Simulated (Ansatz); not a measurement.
System TlCrF₃; source of the atomic positions: coordinates from a relaxation (final pressure about -2.7 GPa) with DFT, PAW plane waves, lda+U (Ansatz 0.2.0); the starting structure was generated, so it need not be a known form of this composition.

```
CELL_PARAMETERS angstrom
4.19751 0.00000 0.00000
0.00000 4.19751 0.00000
0.00000 0.00000 4.19751
ATOMIC_POSITIONS crystal
Cr 0.00020 0.00074 0.00096
F 0.50031 0.00093 0.00125
F 0.00077 0.50090 0.00055
F 0.00015 0.00139 0.50087
Tl 0.49993 0.50027 0.50119
```

Describe how the polyhedra about Cr are linked (bonds: Cr–F below 2.4 Å).

Cr: CrF6 octahedron, sharing corners with six neighbours.

They form a three-dimensional framework of corner-sharing octahedra.

Centre to centre across a shared corner: 4.20 Å.

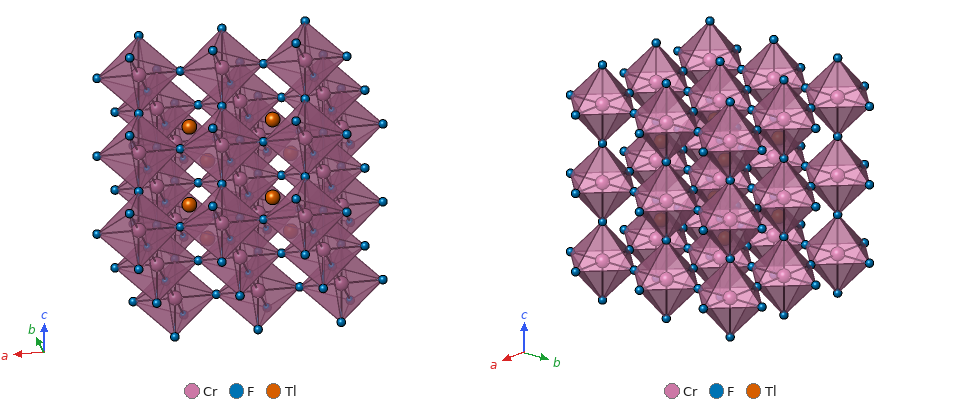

Polyhedra are drawn about Cr (bonds: Cr–F below 2.4 Å); other atoms are plain spheres. Two views of the same piece.
